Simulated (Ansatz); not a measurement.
## Response to strain in C

Base system: C in the graphite type structure (space group P6_3/mmc, No. 194; a = 2.458 Å, c = 6.565 Å; layered, stacked along the Cartesian z axis). Axes: x lies along a and z along c of the hexagonal cell.

Strains are applied to the cell and any free atomic positions relax; under biaxial strain the out-of-plane vector relaxes too.

Level of theory: PBEsol-D3(BJ) in Ansatz (plane waves to 420 eV, PAW, spin-orbit coupling left out), earlier PAW set.

Notes on the quantities. pressure: mean of the normal stresses, compression positive.

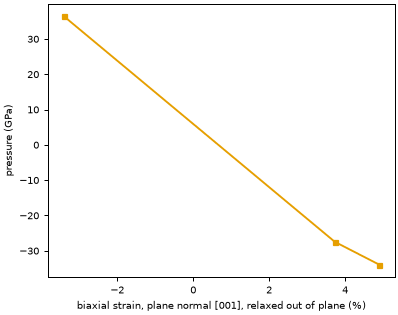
Fig. 1. Pressure against biaxial strain, plane normal [001], relaxed out of plane

Task: From the plot, what is the pressure for biaxial strain +4.90 %, plane normal [001], relaxed out of plane?

Result: About -34 GPa.

Task: Is the trend monotonic over the range shown?

Result: Yes, it falls throughout, spanning -33.9 GPa to 36.5 GPa.

A case with no gap was solved on a k-mesh chosen for an insulator, which is coarse for it. Stability against distortions was not tested.

Ansatz is a program for electronic structure.
